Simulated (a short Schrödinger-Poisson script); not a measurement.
System: gated In0.52Al0.48As/In0.53Ga0.47As modulation-doped gas in a quantum well, at 20 K.

```
layer        material  thickness (nm)  Nd (cm⁻³)  Na (cm⁻³)
-----  --------------  --------------  ---------  ---------
1      In0.52Al0.48As              20          -          -
2      In0.52Al0.48As              20     2.3e18          -
3      In0.52Al0.48As               5          -          -
4      In0.53Ga0.47As               6          -          -
5      In0.52Al0.48As            4000          -       3e15
```

Constants are typed, rounded textbook-type inputs, not results; the design itself was drawn at random and stands for no fabricated device. In0.52Al0.48As: permittivity 12.5, conduction-band edge (eV) 0.52, gap (eV) 1.45, electron mass (mₑ) 0.075, Nv at 300 K (cm⁻³) 1.1e19. In0.53Ga0.47As: permittivity 13.9, conduction-band edge (eV) 0, gap (eV) 0.74, Nv at 300 K (cm⁻³) 7.7e18.

Channel valleys (confinement mass, in-plane density-of-states mass, number): Γ 0.041, 0.041, 1. At the gate the conduction-band edge of layer 1 lies 0.65 eV − eVg above the Fermi level of the channel; the field vanishes at the back. Donor level 0.02 eV below the band edge. The barrier under the gate holds no holes. Gaps are held at their typed values at every temperature. Mesh 0.08 nm at interfaces.

From a short Schrödinger-Poisson script (our own, NumPy): 1D Poisson equation in equilibrium, electrons quantum, Hartree (BenDaniel-Duke, 40 states a valley, the channel's in-plane mass for all, wave functions free to enter the barrier), parabolic valleys, classical holes, donors ionised by Fermi statistics, acceptors fully, no traps, pinning or gate leakage.

Only gate voltages with over 1e8 electrons/cm² are shown.

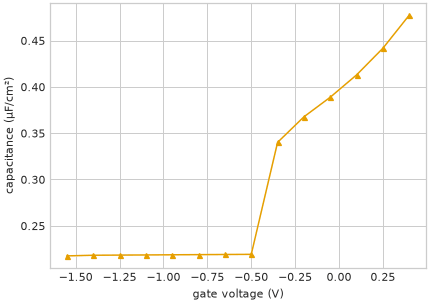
*Quasi-static capacitance against gate voltage*

```
Vg (V)  electrons (cm⁻²)  in the channel layer  C (μF/cm²)  Γ E0 (meV)  Γ E1 (meV)
------  ----------------  --------------------  ----------  ----------  ----------
0.4              1.69e12               1.57e12       0.477       -98.8        29.8
0.25             1.69e12               1.57e12       0.442       -98.7        32.8
0.1              1.69e12               1.57e12       0.413       -98.7        36.1
-0.05            1.69e12               1.57e12       0.389       -98.7        40.1
-0.2             1.69e12               1.56e12       0.368       -98.6        44.9
-0.35            1.68e12               1.56e12       0.340       -98.1        51.8
-0.5             1.53e12               1.42e12       0.219       -89.3        93.9
-0.65            1.32e12               1.23e12       0.219       -77.3       146.2
-0.8             1.12e12               1.04e12       0.219       -65.4       195.7
-0.95            9.17e11               8.53e11       0.219       -53.5       234.3
-1.1             7.13e11               6.64e11       0.219       -41.6       249.6
-1.25            5.09e11               4.75e11       0.218       -29.7       263.3
-1.4             3.06e11               2.85e11       0.218       -17.9       276.7
-1.55            1.03e11               9.59e10       0.218        -5.9       289.9
```

Subbands count from the Fermi level.
